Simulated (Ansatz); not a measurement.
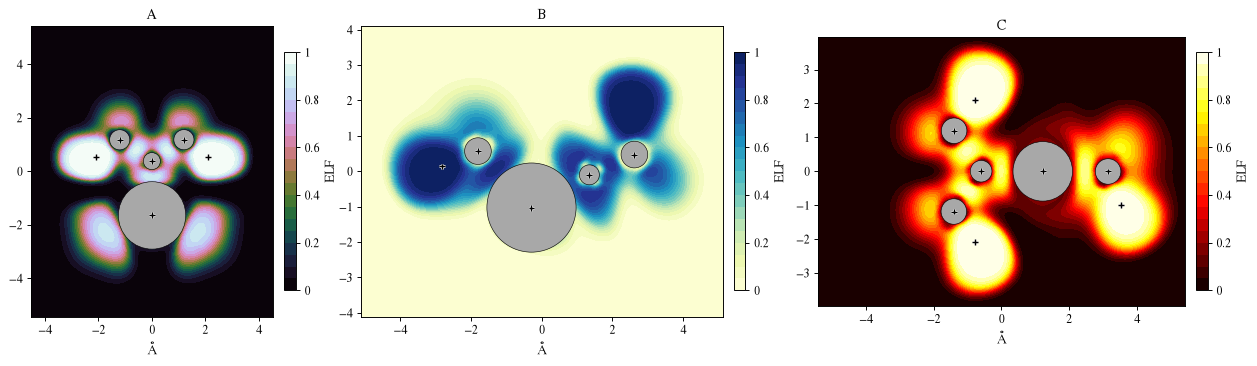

The ELF of 3 systems, each on a plane through atoms (crosses mark nuclei in the plane; grey discs cover the cores).

All numbers below come from RKS PBE0-D4/def2-TZVPP in Ansatz 0.2.0.

System 1: C3H9NZn (SMILES [CH3][Zn][N](C)C), the plane of atoms N3, C5 and H14. Geometry: PBE0-D4/def2-TZVP.

```tsv
atom	x (Å)	y (Å)	z (Å)
C	-1.4230	2.3490	1.2536
Zn	-0.5160	0.8489	0.4539
N	0.3434	-0.5646	-0.3020
C	0.2737	-0.8933	-1.6980
C	1.1659	-1.4854	0.4311
H	-0.7550	2.8937	1.9246
H	-2.2933	2.0226	1.8268
H	-1.7651	3.0440	0.4831
H	-0.1489	-1.8982	-1.8669
H	-0.3531	-0.1836	-2.2455
H	1.2681	-0.8848	-2.1757
H	0.7876	-2.5198	0.3683
H	2.2027	-1.5052	0.0547
H	1.2129	-1.2232	1.4919
```

System 2: C3H11NO2Zr (SMILES C[N](C)[Zr]([CH3])([OH])[OH]), the plane of atoms C3, N2 and Zr4. Geometry: PBE0-D4/def2-TZVP; core potentials replace the inner electrons of Zr.

```xyz
18

C    -1.5654    0.2299    1.4148
N    -0.3382   -0.3015    0.8748
C    -0.0261   -1.6111    1.3916
Zr    0.8118    0.6831   -0.4748
C    -0.0282    0.0257   -2.4479
O     0.4624    2.5823   -0.3697
O     2.6172   -0.0084   -0.4220
H    -2.4256   -0.4080    1.1652
H    -1.7658    1.2286    1.0170
H    -1.5241    0.3113    2.5112
H     0.9162   -1.9792    0.9766
H    -0.8096   -2.3410    1.1410
H     0.0745   -1.6010    2.4872
H    -1.0862    0.2957   -2.5409
H     0.0463   -1.0606   -2.5708
H     0.5057    0.4900   -3.2862
H     0.5685    3.5281   -0.3960
H     3.5665   -0.0639   -0.4710
```

System 3: C2H6Cl2OZr, the plane of atoms O2, Zr3 and C4. Geometry: PBE0-D4/def2-TZVP; core potentials replace the inner electrons of Zr.

```
atom    x (Å)    y (Å)    z (Å)
   C  -2.1892   0.8655  -0.4073
   O  -0.8505   0.6446  -0.0816
  Zr   0.9597   0.5124   0.4047
   C   1.4626  -1.5919   0.0146
  Cl   2.3309   1.8174  -0.9985
  Cl   1.2635   0.8722   2.7133
   H  -2.5657   0.0355  -1.0110
   H  -2.2895   1.7924  -0.9785
   H  -2.7893   0.9422   0.5034
   H   1.3110  -1.8450  -1.0405
   H   2.5135  -1.7813   0.2630
   H   0.8431  -2.2640   0.6185
```

> Which map belongs to which system?

Panel A is system 2, C3H11NO2Zr: the plane holds C, N, Zr and H. C–N (1.44 Å): the ELF peaks at about 0.90 between the atoms, as expected for a covalent bond. Panel B is system 3, C2H6Cl2OZr: the plane holds C, O, Zr and H. C–O (1.40 Å): the ELF peaks at about 0.85 between the atoms, as expected for a shared but strongly polarised pair. Panel C is system 1, C3H9NZn: the plane holds C, Zn, N and H. C–N (1.44 Å): the ELF peaks at about 0.90 between the atoms (a shared electron pair).
